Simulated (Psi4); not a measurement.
Single-point calculation of CH2N

CH2N, multiplicity 2, SMILES C=[N], computed with M06-L/def2-TZVPP, UKS (Psi4 1.11).

The geometry comes from this level: PBE0-D4/def2-TZVP.

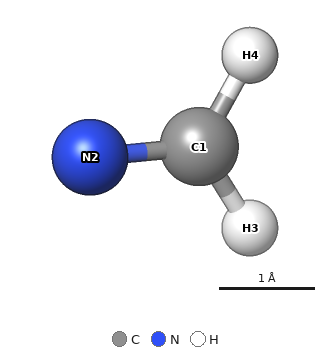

*The structure as given in the input (ball-and-stick view, seen at a tilt; atoms are numbered from 1 in the order of the input).*

### Results in brief

| quantity | value |
| --- | --- |
| outcome | converged |
| total energy | −94.005250 hartree |
| basis functions | 90 |
| ⟨S²⟩ | 0.762 |
| dipole moment | 2.40 D |
| hardware | 1 thread of Intel Xeon @ 2.50GHz (Skylake/Cascade Lake), 189 GiB of memory available, shared host |
| wall time | 72 s |
| peak memory | 1 GiB |

### The input (job.dat)
```
memory 2200 mb

molecule m {
  0 2
  C     -0.02570028    -0.02080588    -0.02734434
  N      1.37447340     1.11185816     1.46219449
  H     -1.64587587     0.92180840    -0.91995647
  H      0.29712164    -2.01286068    -0.51487478
  units bohr
  symmetry c1
  no_reorient
  no_com
}

set reference uks
set puream true
set e_convergence 1e-09
set d_convergence 1e-08
set scf_type pk
set dft_radial_points 99
set dft_spherical_points 590
set maxiter 100

energy("m06-l/def2-TZVPP")
print_variables()
```

Launch command:
```bash
psi4 -n 1 job.dat job.out
```

### The program's output
```
Psi4 1.11 release

   => Loading Basis Set <=

    Name: DEF2-TZVPP
    Role: ORBITAL
    Keyword: BASIS

         ---------------------------------------------------------
                                   SCF
                              UKS Reference
                        1 Threads,   2098 MiB Core
         ---------------------------------------------------------

  ==> Geometry <==

    Molecular point group: c1
    Full point group: C1

    Geometry (in Bohr), charge = 0, multiplicity = 2:

       Center              X                  Y                   Z               Mass
    ------------   -----------------  -----------------  -----------------  -----------------
         C           -0.025700280000    -0.020805880000    -0.027344340000    12.000000000000
         N            1.374473400000     1.111858160000     1.462194490000    14.003074004430
         H           -1.645875870000     0.921808400000    -0.919956470000     1.007825032230
         H            0.297121640000    -2.012860680000    -0.514874780000     1.007825032230

  Running in c1 symmetry.

  Rotational constants: A =      9.51787  B =      0.78919  C =      0.72877 [cm^-1]
  Rotational constants: A = 285338.41478  B =  23659.39824  C =  21847.84132 [MHz]
  Nuclear repulsion =   27.668170190289377

  Charge       = 0
  Multiplicity = 2
  Electrons    = 15
  Nalpha       = 8
  Nbeta        = 7

  ==> Algorithm <==

  SCF Algorithm Type is PK.
  DIIS enabled.
  MOM disabled.
  Fractional occupation disabled.
  Guess Type is SAD.
  Energy threshold   = 1.00e-09
  Density threshold  = 1.00e-08
  Integral threshold = 1.00e-12

  ==> Primary Basis <==

  Basis Set: DEF2-TZVPP
    Blend: DEF2-TZVPP
    Number of shells: 34
    Number of basis functions: 90
    Number of Cartesian functions: 102
    Spherical Harmonics?: true
    Max angular momentum: 3

  ==> DFT Potential <==

   => LibXC <=

    Version 7.1.2

   => Composite Functional: M06-L <=

    M06-L Meta-GGA XC Functional

    Deriv               =              1
    GGA                 =           TRUE
    Meta                =           TRUE

    Exchange Hybrid     =          FALSE
    MP2 Hybrid          =          FALSE

   => Exchange Functionals <=

    1.0000   XC_MGGA_X_M06_L

   => Correlation Functionals <=

    1.0000   XC_MGGA_C_M06_L

   => LibXC Density Thresholds  <==

    XC_MGGA_C_M06_L:  1.00E-12
    XC_MGGA_X_M06_L:  1.00E-15

   => Molecular Quadrature <=

    Radial Scheme          =       TREUTLER
    Pruning Scheme         =           NONE
    Nuclear Scheme         =       TREUTLER

    Blocking Scheme        =         OCTREE
    BS radius alpha        =              1
    Pruning alpha          =              1
    Radial Points          =             99
    Spherical Points       =            590
    Total Points           =         225171
    Total Blocks           =           1674
    Max Points             =            256
    Max Functions          =             90
    Weights Tolerance      =       1.00E-15

  ==> Integral Setup <==

  Using in-core PK algorithm.
   Calculation information:
      Number of atoms:                   4
      Number of AO shells:              34
      Number of primitives:             56
      Number of atomic orbitals:       102
      Number of basis functions:        90

      Integral cutoff                 1.00e-12
      Number of threads:                 1

  Performing in-core PK
  Using 16773120 doubles for integral storage.
  We computed 176635 shell quartets total.
  Whereas there are 177310 unique shell quartets.

  ==> DiskJK: Disk-Based J/K Matrices <==

    J tasked:                  Yes
    K tasked:                   No
    wK tasked:                  No
    Memory [MiB]:              500
    Schwarz Cutoff:          1E-12

  Cached 50.0% of DFT collocation blocks in 0.655 [GiB].

  Minimum eigenvalue in the overlap matrix is 6.1109248022E-04.
  Reciprocal condition number of the overlap matrix is 9.6261823742E-05.
    Using symmetric orthogonalization.

  ==> Pre-Iterations <==

  SCF Guess: Superposition of Atomic Densities via on-the-fly atomic UHF (no occupation information).

   -------------------------
    Irrep   Nso     Nmo
   -------------------------
     A         90      90
   -------------------------
    Total      90      90
   -------------------------

  ==> Iterations <==

                        Total Energy        Delta E     RMS |[F,P]|

   @UKS iter SAD:   -93.44793019898054   -9.34479e+01   0.00000e+00
   @UKS iter   1:   -93.84870440701481   -4.00774e-01   6.21999e-03 ADIIS/DIIS
   @UKS iter   2:   -93.80509508271841    4.36093e-02   7.00800e-03 ADIIS/DIIS
   @UKS iter   3:   -93.99133890314627   -1.86244e-01   1.85165e-03 ADIIS/DIIS
   @UKS iter   4:   -94.00258285949424   -1.12440e-02   8.32134e-04 ADIIS/DIIS
   @UKS iter   5:   -94.00518531344558   -2.60245e-03   8.24806e-05 DIIS
   @UKS iter   6:   -94.00523586293821   -5.05495e-05   2.72431e-05 DIIS
   @UKS iter   7:   -94.00524640206325   -1.05391e-05   1.20872e-05 DIIS
   @UKS iter   8:   -94.00524991959854   -3.51754e-06   4.12072e-06 DIIS
   @UKS iter   9:   -94.00525024794851   -3.28350e-07   6.82995e-07 DIIS
   @UKS iter  10:   -94.00525025260288   -4.65437e-09   1.55071e-07 DIIS
   @UKS iter  11:   -94.00525025269393   -9.10489e-11   2.82421e-08 DIIS
   @UKS iter  12:   -94.00525025269800   -4.07852e-12   3.86179e-09 DIIS
  Energy and wave function converged.

  ==> Post-Iterations <==

   Electrons on quadrature grid:
      Nalpha   =    7.9999999983 ; deviation = -1.714e-09
      Nbeta    =    7.0000000016 ; deviation = 1.647e-09
      Ntotal   =   14.9999999999 ; deviation = -6.641e-11

   @Spin Contamination Metric:   1.199327545E-02
   @S^2 Expected:                7.500000000E-01
   @S^2 Observed:                7.619932754E-01
   @S   Expected:                5.000000000E-01
   @S   Observed:                5.000000000E-01

    Orbital Energies [Eh]
    ---------------------

    Alpha Occupied:

       1A    -14.206413     2A    -10.096694     3A     -0.886370
       4A     -0.573997     5A     -0.461156     6A     -0.350420
       7A     -0.329813     8A     -0.233340

    Alpha Virtual:

       9A     -0.049155    10A      0.066130    11A      0.125376
      12A      0.138142    13A      0.224077    14A      0.244200
      15A      0.300365    16A      0.346706    17A      0.385867
      18A      0.400023    19A      0.431360    20A      0.476708
      21A      0.480374    22A      0.502113    23A      0.518769
      24A      0.724279    25A      0.775597    26A      0.820713
      27A      0.898927    28A      0.980716    29A      0.992993
      30A      1.070204    31A      1.093198    32A      1.248641
      33A      1.326285    34A      1.338404    35A      1.344767
      36A      1.429233    37A      1.429370    38A      1.532990
      39A      1.586271    40A      1.642058    41A      1.718267
      42A      1.847353    43A      2.143645    44A      2.201128
      45A      2.288626    46A      2.539192    47A      2.581136
      48A      2.600222    49A      2.694286    50A      2.798442
      51A      2.807865    52A      2.915193    53A      2.950288
      54A      2.955135    55A      2.983887    56A      3.288108
      57A      3.300050    58A      3.383339    59A      3.473201
      60A      3.489558    61A      3.565337    62A      3.769944
      63A      3.775826    64A      3.858172    65A      3.861217
      66A      3.875390    67A      3.986188    68A      4.116584
      69A      4.141278    70A      4.172432    71A      4.302888
      72A      4.392568    73A      4.485128    74A      4.659424
      75A      4.698994    76A      4.711936    77A      4.793629
      78A      4.876470    79A      4.962984    80A      5.054305
      81A      5.136992    82A      5.247249    83A      5.374186
      84A      5.455913    85A      5.513214    86A      5.714276
      87A      5.730382    88A      6.402919    89A     23.551121
      90A     31.892626

    Beta Occupied:

       1A    -14.188211     2A    -10.099077     3A     -0.846767
       4A     -0.554652     5A     -0.434299     6A     -0.320377
       7A     -0.314717

    Beta Virtual:

       8A     -0.118926     9A     -0.039894    10A      0.066524
      11A      0.129010    12A      0.140460    13A      0.227579
      14A      0.242903    15A      0.311491    16A      0.344281
      17A      0.394355    18A      0.410615    19A      0.436099
      20A      0.495094    21A      0.507824    22A      0.513498
      23A      0.536734    24A      0.731943    25A      0.793206
      26A      0.833011    27A      0.929802    28A      0.999205
      29A      1.001127    30A      1.104058    31A      1.127349
      32A      1.254446    33A      1.341840    34A      1.348870
      35A      1.379221    36A      1.432478    37A      1.447739
      38A      1.545225    39A      1.595603    40A      1.681682
      41A      1.740005    42A      1.852568    43A      2.169042
      44A      2.221087    45A      2.332270    46A      2.561780
      47A      2.587751    48A      2.593791    49A      2.703601
      50A      2.820071    51A      2.822627    52A      2.914298
      53A      2.952442    54A      2.963845    55A      3.015537
      56A      3.304884    57A      3.329355    58A      3.414044
      59A      3.488554    60A      3.493776    61A      3.577015
      62A      3.804115    63A      3.805754    64A      3.873510
      65A      3.899982    66A      3.941664    67A      4.068780
      68A      4.171474    69A      4.172122    70A      4.224630
      71A      4.372200    72A      4.467578    73A      4.532934
      74A      4.681868    75A      4.770055    76A      4.781560
      77A      4.842811    78A      4.912288    79A      4.994744
      80A      5.081655    81A      5.153673    82A      5.287480
      83A      5.447952    84A      5.485824    85A      5.565582
      86A      5.714167    87A      5.768554    88A      6.436249
      89A     23.559570    90A     31.891835

    Final Occupation by Irrep:
              A
    DOCC [     7 ]
    SOCC [     1 ]
    NA   [     8 ]
    NB   [     7 ]

  @UKS Final Energy:   -94.00525025269800

   => Energetics <=

    Nuclear Repulsion Energy =             27.6681701902893771
    One-Electron Energy =                -180.9536356401307557
    Two-Electron Energy =                  72.2791109065227602
    DFT Exchange-Correlation Energy =     -12.9988957093793900
    Empirical Dispersion Energy =           0.0000000000000000
    VV10 Nonlocal Energy =                  0.0000000000000000
    Total Energy =                        -94.0052502526980049

  UHF NO Occupations:
  HONO-2 :    6  A 1.9987640
  HONO-1 :    7  A 1.9965262
  HONO-0 :    8  A 1.0000000
  LUNO+0 :    9  A 0.0034738
  LUNO+1 :   10  A 0.0012360
  LUNO+2 :   11  A 0.0007992
  LUNO+3 :   12  A 0.0002855

Computation Completed

Properties will be evaluated at   0.000000,   0.000000,   0.000000 [a0]

Properties computed using the SCF density matrix

 Multipole Moments:

 ------------------------------------------------------------------------------------
     Multipole            Electronic (a.u.)      Nuclear  (a.u.)        Total (a.u.)
 ------------------------------------------------------------------------------------

 L = 1.  Multiply by 2.5417464519 to convert [e a0] to [Debye]
 Dipole X            :         -8.6839882            8.1183579           -0.5656303
 Dipole Y            :         -7.0246846            6.5671196           -0.4575651
 Dipole Z            :         -9.2381963            8.6364641           -0.6017322
 Magnitude           :                                                    0.9441319

 ------------------------------------------------------------------------------------

	total time  =         68 seconds =       1.13 minutes

  Variable Map:
  ----------------------------------------------------------------------------
  "CURRENT ENERGY"              =>     -94.005250252698
  "CURRENT REFERENCE ENERGY"    =>     -94.005250252698
  "DD SOLVATION ENERGY"         =>       0.000000000000
  "DFT FUNCTIONAL TOTAL ENERGY" =>     -94.005250252698
  "DFT TOTAL ENERGY"            =>     -94.005250252698
  "DFT VV10 ENERGY"             =>       0.000000000000
  "DFT XC ENERGY"               =>     -12.998895709379
  "GRID ELECTRONS ALPHA"        =>       7.999999998286
  "GRID ELECTRONS BETA"         =>       7.000000001647
  "GRID ELECTRONS TOTAL"        =>      14.999999999934
  "NUCLEAR REPULSION ENERGY"    =>      27.668170190289
  "ONE-ELECTRON ENERGY"         =>    -180.953635640131
  "PCM POLARIZATION ENERGY"     =>       0.000000000000
  "PE ENERGY"                   =>       0.000000000000
  "SCF ITERATION ENERGY"        =>     -94.005250252698
  "SCF ITERATIONS"              =>      12.000000000000
  "SCF TOTAL ENERGY"            =>     -94.005250252698
  "TWO-ELECTRON ENERGY"         =>      72.279110906523
  "XC GRID RADIAL POINTS"       =>      99.000000000000
  "XC GRID SPHERICAL POINTS"    =>     590.000000000000
  "XC GRID TOTAL POINTS"        =>  225171.000000000000

  Array Variable Map:
  ----------------------------------------------------------------------------
  "CURRENT DIPOLE"              =>      -0.565630278386 ... -0.601732200416 1 by 3
  "SCF DIPOLE"                  =>      -0.565630278386 ... -0.601732200416 1 by 3
  "SCF TOTAL ENERGIES"          =>     -93.447930198981 ... -94.005250252698 1 by 13

    Psi4 run time: 0:01:08.76
```
